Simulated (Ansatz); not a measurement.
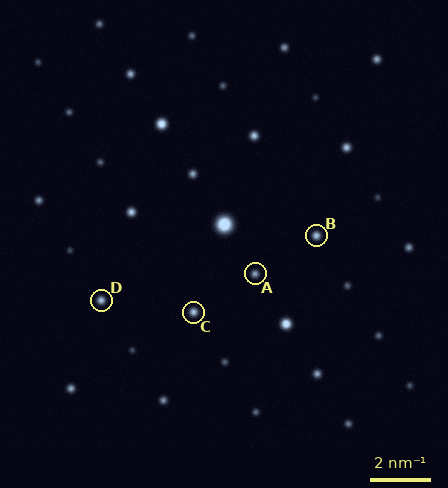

Simulated selected-area electron diffraction pattern (200 kV, kinematic approximation, thin crystal, B = 0.5 Å² for all atoms). The zone axis points towards the electron source and the pattern is seen from the source side.

The sample is P, space group Cmce (No. 64), a = 3.31 Å, b = 10.16 Å, c = 4.14 Å. Structure: coordinates from a relaxation with DFT LDA, scalar-relativistic, plane waves, PAW (Ansatz).

Spot A is indexed 0 -2 0 and spot B 0 -2 -1.

Index the other marked spots.

Answer. C = 2A − B = 0 -2 1 (d = 3.209 Å). D = 2A − 2B = 0 0 2 (d = 2.069 Å).

Give [uvw].

Answer. The cross product of A and B is parallel to [100]; every spot obeys hu + kv + lw = 0.
